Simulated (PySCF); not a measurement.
```xyz
11

F    -1.3571    1.4400    0.0494
C    -1.3698    0.1118    0.4151
C    -0.2621   -0.6362   -0.2929
Si    1.4288    0.2108   -0.1683
H    -2.3641   -0.2987    0.1677
H    -1.2401    0.0581    1.5107
H    -0.5037   -0.7641   -1.3618
H    -0.1745   -1.6498    0.1336
H     1.4959    1.4475   -0.9986
H     2.4818   -0.7378   -0.6460
H     1.7131    0.5616    1.2579
```

Geometry: PBE0-D3(BJ)/def2-SVP.

Computed with WP04/pcSseg-1, SCF density, in a chloroform solvent model, non-relativistic (PySCF).

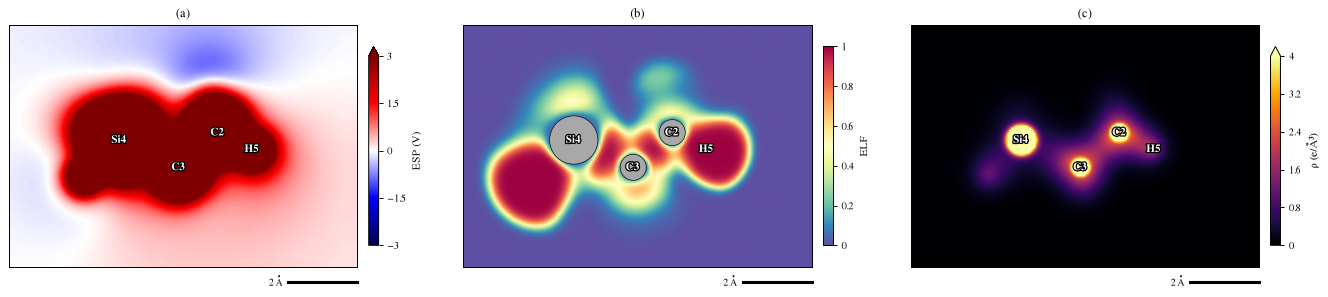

C$_{2}$H$_{7}$FSi (SMILES FCC[SiH3]). (a) electrostatic potential; (b) ELF; (c) electron density on the plane of atoms C2, C3 and Si4. Grey discs cover the atomic cores in the ELF map.

Question: Interpret the plot.

Answer:
- The section cuts through C, Si and H sites.
- C–C (1.51 Å): ρ is about 1.7 e/Å³ halfway; the ELF peaks at about 0.95 between the atoms; a covalent bond.
- C–Si (1.90 Å): the density is about 0.94 e/Å³ at the midpoint; the ELF peaks at about 0.95 between the atoms (a covalent bond).
- C–H (1.10 Å): ρ at the midpoint is about 2.1 e/Å³; the ELF climbs to about 1 towards the hydrogen, as it does in any bond to H: an ordinary covalent bond to hydrogen.
- Outside the dense part of the molecule the potential is most negative (−0.9 V) near F1, which lies off the plane.
